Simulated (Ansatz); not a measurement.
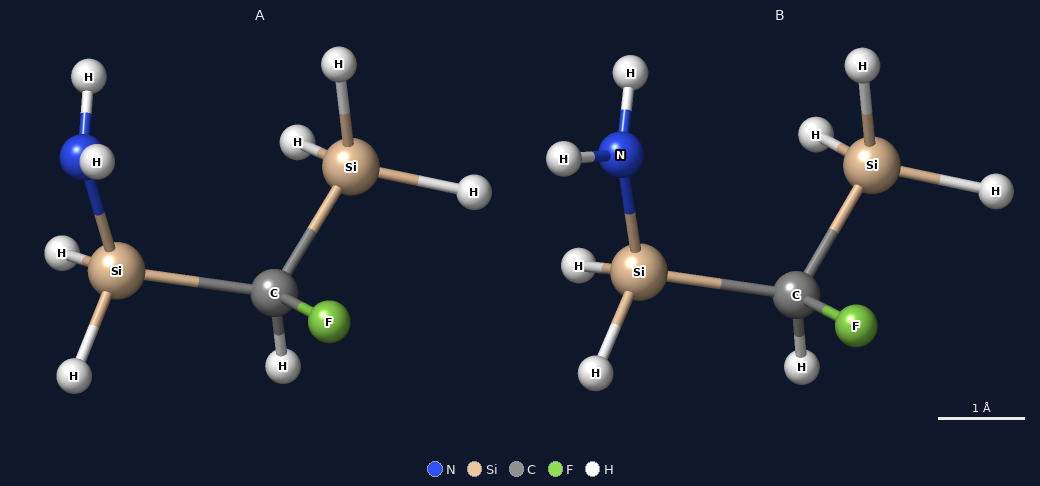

Two geometries of CH8FNSi2, drawn at one scale. One is the start of a relaxation, the other its converged end. The picture is a ball-and-stick view, seen at a tilt.

All numbers below come from Ansatz 0.2.0, RKS PBE0-D4/def2-TZVP. Set-up: force threshold 0.005 eV/Å; at most 150 steps.

Which of the two is the end point?

Structure A is the relaxed one. The start comes from PBE-D4/def2-SVP. The largest move after the best rigid fit is that of an H atom, 0.64 Å. Largest moves by element: H 0.64 Å, N 0.23 Å, F 0.12 Å, Si 0.05 Å, C 0.05 Å. Near-neighbour distances that change, for instance: H–Si 1.516 → 1.488 Å, N–Si 1.736 → 1.712 Å, C–Si 1.912 → 1.891 Å, C–H 1.118 → 1.100 Å. Among the angles between lasting bonds that change: N–Si–H 115.8° → 108.7°, N–Si–C 111.1° → 116.0°, C–Si–H 109.2° → 107.0°. Over 17 accepted moves (18 points after the start) the energy falls by 0.082 eV. Largest force component: 0.62 eV/Å at the start, 0.0025 eV/Å at the end. The line search rejected the trial step at point 8 of the run.
